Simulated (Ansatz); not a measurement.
# Run report: C$_{3}$H$_{10}$GeSi, nudged elastic band (part 2 of 2)

C$_{3}$H$_{10}$GeSi, SMILES C=C([SiH3])[CH2][GeH3]; RKS PBE/def2-SVP (Ansatz 0.2.0). It belongs to a series of runs on one base structure; here: band between the two ends.

Geometry of the input (Å):
```
C  -0.0536  1.2710  1.4912
C  -0.3851  0.2875  0.6202
Si -1.9765  0.4563  -0.3939
C  0.4622  -0.9466  0.4382
Ge 1.7631  -0.7759  -1.0639
H  -0.6684  2.1778  1.6103
H  0.8497  1.2023  2.1256
H  -2.6490  1.7609  -0.0673
H  -2.9125  -0.6823  -0.0743
H  -1.6979  0.3976  -1.8739
H  -0.1503  -1.8490  0.2291
H  1.0672  -1.1601  1.3451
H  2.7773  0.3483  -0.7248
H  1.0293  -0.4194  -2.3832
H  2.5225  -2.1191  -1.2491
```

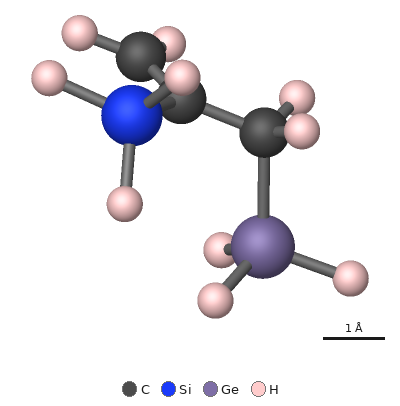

The input geometry (ball-and-stick view, seen at a tilt). Sticks mark near contacts.

```
Total energy: -67639.40097445 eV, -2485.7021381783 hartree
Atom 0 at    -0.064111     1.265814     1.532574 Å, force    -0.005565     0.012465     0.007754 eV/Å
Atom 1 at    -0.366551     0.282812     0.652186 Å, force     0.002038    -0.009209    -0.005199 eV/Å
Atom 2 at    -1.918914     0.475476    -0.432261 Å, force     0.002632     0.005172     0.001221 eV/Å
Atom 3 at     0.488761    -0.946982     0.493244 Å, force    -0.001048     0.000934    -0.000464 eV/Å
Atom 4 at     1.700454    -0.806748    -1.083964 Å, force    -0.000229     0.000182    -0.000309 eV/Å
Atom 5 at    -0.678184     2.176856     1.631044 Å, force     0.000032    -0.001623    -0.001983 eV/Å
Atom 6 at     0.815538     1.199760     2.199118 Å, force     0.002594    -0.005970    -0.003548 eV/Å
Atom 7 at    -2.043861    -0.697647    -1.367400 Å, force    -0.000956    -0.002163    -0.002039 eV/Å
Atom 8 at    -1.867987     1.739672    -1.248637 Å, force     0.000066    -0.000854     0.000776 eV/Å
Atom 9 at    -3.155473     0.528332     0.426049 Å, force    -0.001484     0.000168     0.001355 eV/Å
Atom 10 at    -0.118984    -1.863354     0.340254 Å, force     0.000425     0.000507     0.000123 eV/Å
Atom 11 at     1.134899    -1.113739     1.381067 Å, force     0.001074     0.000524     0.001699 eV/Å
Atom 12 at     2.750571     0.304206    -0.820253 Å, force    -0.000010     0.000169     0.000105 eV/Å
Atom 13 at     0.879020    -0.434435    -2.347635 Å, force     0.000101    -0.000646    -0.000043 eV/Å
Atom 14 at     2.422924    -2.160824    -1.326085 Å, force     0.000326     0.000344     0.000553 eV/Å
Dipole moment:     0.074015    -0.065047     0.127493 e Å
this run last wrote the band of iteration 16 to [file]
```

The last band as extended XYZ (Å, eV, eV/Å):
```
15
Properties=species:S:1:pos:R:3:forces:R:3 image=0 energy=-67639.45167
C    -0.0536    1.2710    1.4912   -0.0070  -0.0044   0.0046
C    -0.3851    0.2875    0.6202    0.0011  -0.0053   0.0022
Si   -1.9765    0.4563   -0.3939    0.0020   0.0014   0.0020
C     0.4622   -0.9466    0.4382   -0.0011   0.0030  -0.0015
Ge    1.7631   -0.7759   -1.0639    0.0011   0.0043  -0.0023
H    -0.6684    2.1778    1.6103    0.0044   0.0012  -0.0016
H     0.8497    1.2023    2.1256   -0.0003   0.0023  -0.0036
H    -2.6490    1.7609   -0.0673    0.0010  -0.0010  -0.0018
H    -2.9125   -0.6823   -0.0743    0.0030   0.0019  -0.0017
H    -1.6979    0.3976   -1.8739   -0.0037   0.0000   0.0020
H    -0.1503   -1.8490    0.2291    0.0013   0.0017   0.0004
H     1.0672   -1.1601    1.3451   -0.0011  -0.0014  -0.0005
H     2.7773    0.3483   -0.7248   -0.0028  -0.0027  -0.0016
H     1.0293   -0.4194   -2.3832    0.0038  -0.0028   0.0025
H     2.5225   -2.1191   -1.2491   -0.0013   0.0018   0.0009
15
Properties=species:S:1:pos:R:3:forces:R:3 image=1 energy=-67639.42556
C    -0.0724    1.2149    1.5272    0.0002   0.0005  -0.0024
C    -0.3845    0.2514    0.6279    0.0030   0.0008  -0.0021
Si   -1.9709    0.4336   -0.3977   -0.0007   0.0038   0.0005
C     0.4744   -0.9701    0.4231   -0.0031   0.0010   0.0005
Ge    1.7683   -0.7029   -1.0717    0.0017  -0.0026   0.0003
H    -0.6865    2.1220    1.6513    0.0041   0.0057  -0.0057
H     0.8141    1.1310    2.1828    0.0041   0.0043  -0.0037
H    -2.2848    1.8862   -0.6290   -0.0123   0.0034   0.0172
H    -3.1355   -0.1988    0.3205   -0.0006  -0.0201  -0.0016
H    -1.8288   -0.2649   -1.7240    0.0060   0.0125  -0.0106
H    -0.1215   -1.8728    0.1736   -0.0035  -0.0003   0.0012
H     1.0776   -1.2048    1.3257   -0.0023   0.0002   0.0008
H     2.7881    0.3906   -0.6577    0.0012  -0.0029   0.0018
H     1.0197   -0.2379   -2.3485    0.0024  -0.0028   0.0001
H     2.5209   -2.0284   -1.3742   -0.0002  -0.0034   0.0037
15
Properties=species:S:1:pos:R:3:forces:R:3 image=2 energy=-67639.40146
C    -0.1179    1.1694    1.6108   -0.0031  -0.0002   0.0057
C    -0.3801    0.2339    0.6679   -0.0036  -0.0005  -0.0024
Si   -1.9217    0.4515   -0.4275    0.0050   0.0079   0.0005
C     0.5139   -0.9577    0.4461    0.0068  -0.0030  -0.0021
Ge    1.7267   -0.6988   -1.1150   -0.0011   0.0004   0.0004
H    -0.7615    2.0529    1.7584    0.0001  -0.0007   0.0002
H     0.7573    1.0882    2.2815    0.0001  -0.0003  -0.0004
H    -1.8547    1.7230   -1.2321    0.0019  -0.0049  -0.0009
H    -3.1636    0.5073    0.4224   -0.0016   0.0040   0.0015
H    -2.0475   -0.7099   -1.3769   -0.0024  -0.0053  -0.0007
H    -0.0652   -1.8822    0.2404   -0.0009  -0.0004   0.0001
H     1.1616   -1.1529    1.3271   -0.0014   0.0015  -0.0001
H     2.7442    0.4256   -0.7882   -0.0002   0.0010  -0.0007
H     0.8989   -0.2837   -2.3612   -0.0004  -0.0005  -0.0008
H     2.4875   -2.0176   -1.4244    0.0008   0.0010  -0.0002
15
Properties=species:S:1:pos:R:3:forces:R:3 image=3 energy=-67639.43258
C    -0.1524    1.1252    1.6715   -0.0044   0.0058   0.0083
C    -0.3860    0.2285    0.6837   -0.0029  -0.0039  -0.0043
Si   -1.9050    0.4777   -0.4291   -0.0015  -0.0006   0.0038
C     0.5282   -0.9411    0.4276    0.0070  -0.0001  -0.0051
Ge    1.7215   -0.6922   -1.1499    0.0015   0.0031   0.0009
H    -0.8205    1.9827    1.8554   -0.0020  -0.0053   0.0022
H     0.7233    1.0355    2.3408   -0.0025  -0.0078   0.0008
H    -1.5720    1.2585   -1.6742    0.0077  -0.0107  -0.0088
H    -2.9672    1.2267    0.3276    0.0061   0.0156  -0.0034
H    -2.4488   -0.8585   -0.8645   -0.0085  -0.0015   0.0104
H    -0.0445   -1.8724    0.2317   -0.0001   0.0000  -0.0007
H     1.1919   -1.1332    1.2974    0.0009   0.0004  -0.0008
H     2.7003    0.4804   -0.8798   -0.0027   0.0049  -0.0016
H     0.8807   -0.3720   -2.4145   -0.0004  -0.0026  -0.0012
H     2.5286   -1.9967   -1.3946    0.0018   0.0028  -0.0005
15
Properties=species:S:1:pos:R:3:forces:R:3 image=4 energy=-67639.45141
C    -0.1196    1.0983    1.6271   -0.0089  -0.0042  -0.0092
C    -0.4032    0.2095    0.6445    0.0112   0.0047   0.0063
Si   -1.9781    0.4505   -0.3805    0.0049   0.0030  -0.0015
C     0.4867   -0.9704    0.3456   -0.0155  -0.0095   0.0042
Ge    1.7977   -0.6160   -1.1140    0.0051   0.0030  -0.0057
H    -0.7655    1.9672    1.8328    0.0038   0.0002   0.0045
H     0.7751    0.9873    2.2674    0.0018   0.0010   0.0032
H    -1.6670    0.6393   -1.8427    0.0011  -0.0020  -0.0046
H    -2.7282    1.6522    0.1227   -0.0011   0.0045  -0.0006
H    -2.8550   -0.7706   -0.2696   -0.0063  -0.0063   0.0024
H    -0.0952   -1.8647    0.0373    0.0031   0.0019   0.0019
H     1.0881   -1.2583    1.2342    0.0017   0.0013  -0.0003
H     2.7587    0.5171   -0.6677   -0.0021   0.0009   0.0000
H     1.0683   -0.1851   -2.4132   -0.0001   0.0017  -0.0001
H     2.6155   -1.9070   -1.3945    0.0014  -0.0002  -0.0006
15
Properties=species:S:1:pos:R:3:forces:R:3 image=5 energy=-67639.43067
C    -0.0797    1.1670    1.5631    0.0011   0.0104  -0.0036
C    -0.3880    0.2328    0.6321   -0.0002  -0.0001  -0.0015
Si   -1.9728    0.4439   -0.3890   -0.0026  -0.0005   0.0010
C     0.4724   -0.9809    0.3907    0.0016  -0.0042   0.0004
Ge    1.7767   -0.6670   -1.0861    0.0004  -0.0009   0.0009
H    -0.6955    2.0686    1.7140    0.0032   0.0045  -0.0045
H     0.8057    1.0643    2.2176    0.0041   0.0000  -0.0043
H    -1.8005   -0.1358   -1.7682    0.0055   0.0139  -0.0079
H    -2.3349    1.8992   -0.4990   -0.0123   0.0031   0.0168
H    -3.1172   -0.2888    0.2641    0.0019  -0.0181  -0.0043
H    -0.1220   -1.8755    0.1093   -0.0035   0.0027   0.0001
H     1.0706   -1.2454    1.2884   -0.0024  -0.0004   0.0010
H     2.7926    0.4140   -0.6315    0.0010  -0.0038   0.0020
H     1.0382   -0.1646   -2.3544    0.0024  -0.0033  -0.0002
H     2.5326   -1.9826   -1.4217   -0.0002  -0.0032   0.0039
15
Properties=species:S:1:pos:R:3:forces:R:3 image=6 energy=-67639.40093
C    -0.0641    1.2658    1.5326   -0.0056   0.0125   0.0078
C    -0.3666    0.2828    0.6522    0.0020  -0.0092  -0.0052
Si   -1.9189    0.4755   -0.4323    0.0026   0.0052   0.0012
C     0.4888   -0.9470    0.4932   -0.0010   0.0009  -0.0005
Ge    1.7005   -0.8067   -1.0840   -0.0002   0.0002  -0.0003
H    -0.6782    2.1769    1.6310    0.0000  -0.0016  -0.0020
H     0.8155    1.1998    2.1991    0.0026  -0.0060  -0.0035
H    -2.0439   -0.6976   -1.3674   -0.0010  -0.0022  -0.0020
H    -1.8680    1.7397   -1.2486    0.0001  -0.0009   0.0008
H    -3.1555    0.5283    0.4260   -0.0015   0.0002   0.0014
H    -0.1190   -1.8634    0.3403    0.0004   0.0005   0.0001
H     1.1349   -1.1137    1.3811    0.0011   0.0005   0.0017
H     2.7506    0.3042   -0.8203    0.0000   0.0002   0.0001
H     0.8790   -0.4344   -2.3476    0.0001  -0.0006   0.0000
H     2.4229   -2.1608   -1.3261    0.0003   0.0003   0.0006
15
Properties=species:S:1:pos:R:3:forces:R:3 image=7 energy=-67639.43283
C    -0.0559    1.3629    1.4917   -0.0074  -0.0229  -0.0055
C    -0.3546    0.3438    0.6509   -0.0077   0.0077   0.0009
Si   -1.8912    0.5027   -0.4540    0.0001  -0.0051   0.0047
C     0.5010   -0.8917    0.5506    0.0068  -0.0033   0.0008
Ge    1.6530   -0.9378   -1.0753    0.0015   0.0017  -0.0020
H    -0.6827    2.2671    1.5610    0.0062   0.0036   0.0117
H     0.8330    1.3278    2.1483   -0.0033   0.0092   0.0081
H    -2.5089   -0.8532   -0.6787   -0.0086  -0.0024   0.0116
H    -1.5570    1.0773   -1.8059    0.0077  -0.0093  -0.0151
H    -2.8954    1.4057    0.2074    0.0040   0.0160  -0.0047
H    -0.1161   -1.8144    0.5117   -0.0014  -0.0011  -0.0012
H     1.1830   -0.9821    1.4229    0.0000  -0.0004  -0.0027
H     2.6781    0.2248   -1.0175   -0.0019   0.0044  -0.0038
H     0.7843   -0.7891   -2.3528    0.0012  -0.0006  -0.0014
H     2.4074   -2.2945   -1.1309    0.0027   0.0026  -0.0015
15
Properties=species:S:1:pos:R:3:forces:R:3 image=8 energy=-67639.45171
C     0.0331    1.4344    1.3385   -0.0001   0.0109   0.0002
C    -0.3564    0.3729    0.5923   -0.0046  -0.0059  -0.0039
Si   -1.9667    0.4889   -0.3996    0.0044   0.0003   0.0043
C     0.4403   -0.9059    0.5336    0.0014  -0.0057   0.0060
Ge    1.7013   -0.9659   -1.0105   -0.0010   0.0004   0.0008
H    -0.5434    2.3733    1.3654    0.0011  -0.0033   0.0005
H     0.9503    1.4033    1.9557   -0.0012  -0.0021  -0.0011
H    -2.9352   -0.5680    0.0687    0.0004   0.0002  -0.0009
H    -1.7308    0.2517   -1.8690   -0.0006   0.0000   0.0000
H    -2.5816    1.8478   -0.2101    0.0000   0.0005   0.0001
H    -0.2102   -1.8021    0.4486    0.0023   0.0047  -0.0013
H     1.0645   -1.0361    1.4435   -0.0035   0.0008  -0.0046
H     2.7547    0.1613   -0.8436   -0.0044  -0.0050  -0.0035
H     0.9406   -0.7613   -2.3470    0.0059  -0.0004   0.0057
H     2.4176   -2.3449   -1.0372    0.0001   0.0047  -0.0024
```

Results in brief:

```csv
quantity,value
outcome,converged
"barrier, forward",0.051 eV
"barrier, backward",0.051 eV
wall time,6 min (CPU time 12 min)
peak memory,0.2 GiB
```

The order of the saddle point was not checked.
